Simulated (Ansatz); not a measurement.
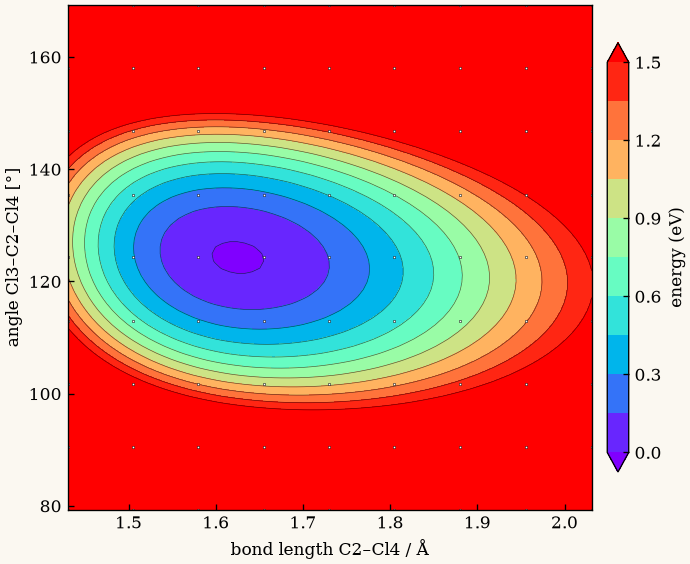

CCl2F, SMILES F[C+](Cl)Cl, charge +1. 
- First axis: bond length C2–Cl4. Second axis: angle Cl3–C2–Cl4.
- Nothing is relaxed (all other coordinates rigid).
- The scan uses a 9 × 9 grid.
- Points are written as (first, second).
- Energies are in eV, from the lowest grid point.
- The restricted reference is unstable at some or all points, so the energies there are unreliable.
- The calculation used RHF-MP2, frozen core/def2-TZVP in Ansatz.

The picture shows filled contours, dots at the grid points, one colour for all values above the top of the scale. Between grid points the surface is interpolated.

> Where is the minimum, and how stiff is the well along each coordinate?

The interpolated minimum is at bond length C2–Cl4 ≈ 1.625 Å, angle Cl3–C2–Cl4 ≈ 124.3°. The curvatures there are about 37 eV/Å² and 13 eV/rad², with a cross term of about 3.2 eV/(Å·rad). Round the minimum the two coordinates are weakly coupled (coupling 0.15 in units of the two stiffnesses).
